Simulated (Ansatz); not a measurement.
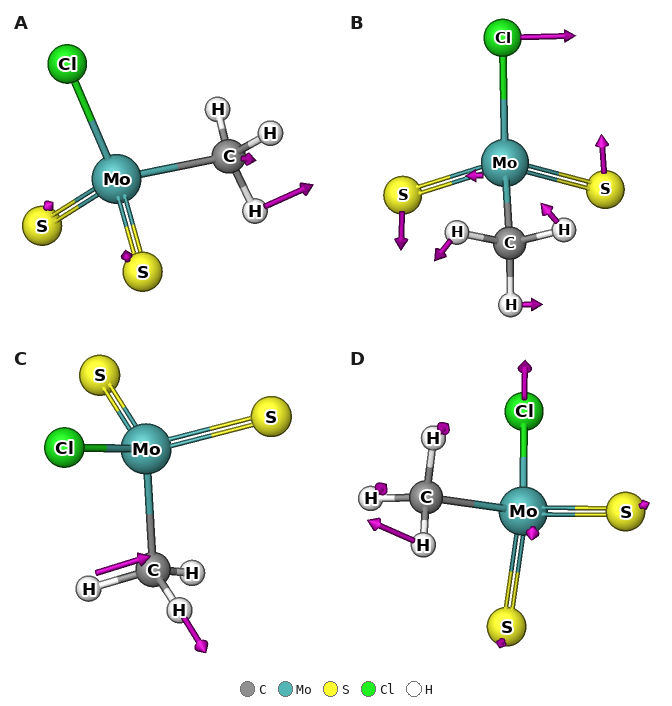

4 normal modes of one molecule or complex, as arrows. Charge 0, singlet. Harmonic vibrations computed with RKS PBE0-D4/def2-TZVP, core potentials on Mo (Ansatz 0.2.0) at a stationary point of the same level.

Question: Match the panels to the wavenumbers 139 cm⁻¹, 423 cm⁻¹, 577 cm⁻¹, 3126 cm⁻¹.

Answer: A: 577 cm⁻¹
B: 139 cm⁻¹, Cl–Mo–S bending
C: 3126 cm⁻¹, out-of-phase stretching of 2 C–H bonds
D: 423 cm⁻¹, Mo–Cl stretching
